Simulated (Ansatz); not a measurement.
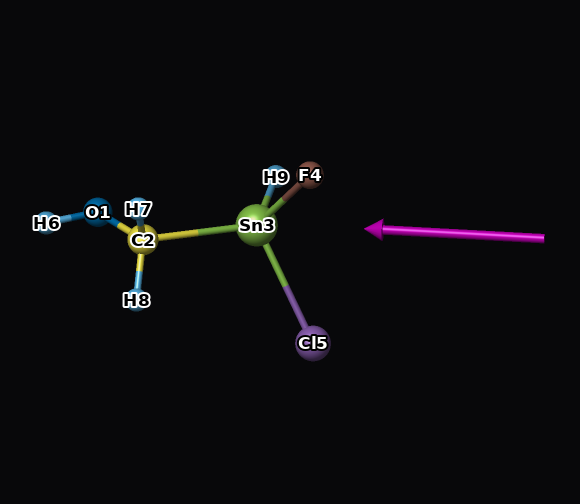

The arrow beside the molecule shows the direction of the dipole moment, from the negative to the positive end (its length means nothing). Computed geometry: PBE-D4/def2-SVP optimisation. No frequency run is at hand to confirm it as a minimum. Method: RKS PBE-D4/def2-SVP, core potentials on Sn (Ansatz 0.2.0).

Estimate the dipole moment.

Answer. 4.09 D; it points from the side of F4, Cl5 to the side of H6 (the outermost atoms at the two ends).
